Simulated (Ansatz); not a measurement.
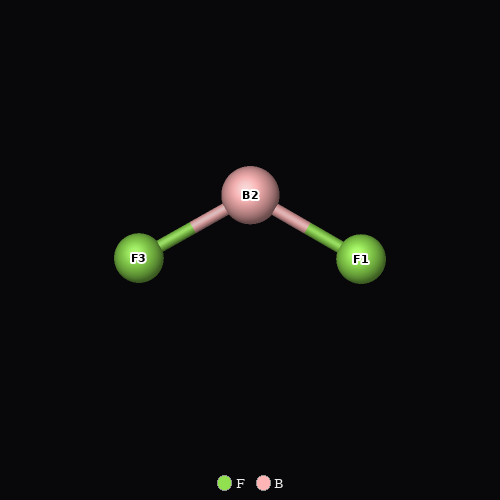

The system is BF₂, SMILES F[B]F, spin multiplicity 2; the picture shows the reference structure. First axis: bond length B2–F3. Second axis: angle F3–B2–F1. Nothing is relaxed (all other coordinates rigid). The scan uses a 15 × 15 grid. Points are written as (first, second). Energies: kJ/mol, counted from the relaxed molecule at the same level. Level of theory: UHF/def2-TZVP (Ansatz).

Its coordinates:

```csv
atom,x (Å),y (Å),z (Å)
F,0.5047,-1.0330,0.1567
B,0.2789,0.2404,0.1812
F,-0.7945,0.7276,-0.3513
```

Range: bond length B2–F3 from 1.061 to 1.940 Å; angle F3–B2–F1 from 95.5 to 145.5°.

### Predict the map.

The lowest grid point is at (1.312 Å, 120.5°), 0.8 kJ/mol from the relaxed molecule at the same level. It is the only kind of minimum in the scanned range. The highest grid point, (1.061 Å, 95.5°), lies 392 kJ/mol above the lowest. Round the minimum the two coordinates are weakly coupled (coupling 0.10 in units of the two stiffnesses).

```tsv
angle F3–B2–F1 ↓, bond length B2–F3 →	1.061	1.123	1.186	1.249	1.312	1.375	1.438	1.500	1.563	1.626	1.689	1.752	1.815	1.877	1.940
145.5	272	157	93	66	63	77	102	132	167	202	238	271	302	329	350
142.0	257	142	78	50	48	62	87	118	153	189	225	260	292	320	343
138.4	245	129	64	37	34	49	74	105	140	177	214	250	283	312	337
134.8	235	118	53	25	23	37	62	94	129	167	204	241	275	305	331
131.2	227	110	45	16	14	28	53	84	120	158	196	233	268	299	326
127.7	223	105	39	10	7	21	46	77	113	151	189	227	262	294	323
124.1	222	103	36	6	2	16	41	72	108	146	184	222	258	291	320
120.5	224	104	36	5	1	14	38	69	105	142	181	219	255	288	318
117.0	230	108	39	7	2	14	38	68	104	141	179	217	254	287	317
113.4	241	117	46	13	7	18	40	70	105	142	180	218	254	287	318
109.8	257	131	58	23	15	25	46	75	109	145	183	220	256	289	320
106.2	279	150	75	38	27	35	55	83	116	151	188	224	260	293	323
102.7	307	175	97	57	44	50	68	94	126	160	195	231	266	299	328
99.1	345	209	126	83	67	70	86	110	140	172	206	241	275	306	335
95.5	392	251	164	117	97	97	110	131	158	188	221	254	286	317	344
```

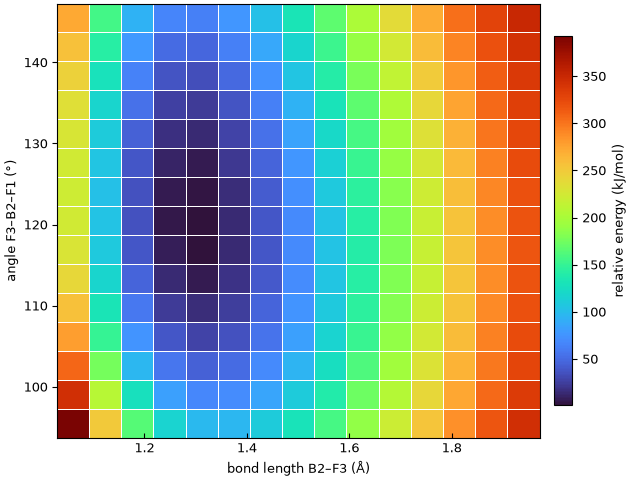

The picture shows one coloured cell a grid point.

The whole map (225 points run) took 3.1 min on 1 thread of Intel(R) Xeon(R) Platinum 8488C (Sapphire Rapids), on a shared host.
